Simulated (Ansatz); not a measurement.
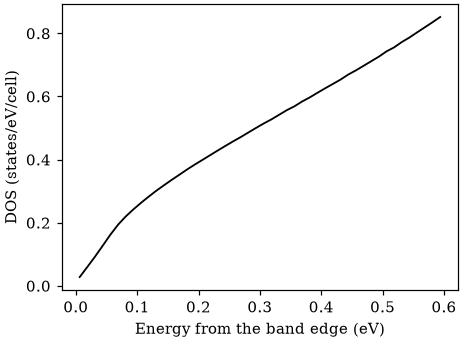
Density of states of ZnS (F-43m) below the valence band maximum, r2SCAN with spin-orbit coupling, rigid bands run with Ansatz (an electronic-structure program); cell volume 39.2 Å³.

Problem. What effective density of states at 300 K does this give (∫ g(E) exp(−E/k_BT) dE, both spins, divided by the cell's size)?

Solution. 5.1e19 cm⁻³, a density-of-states mass of 1.61 mₑ, valleys and band degeneracy included.

Geometry: cell and atoms relaxed with r2SCAN.
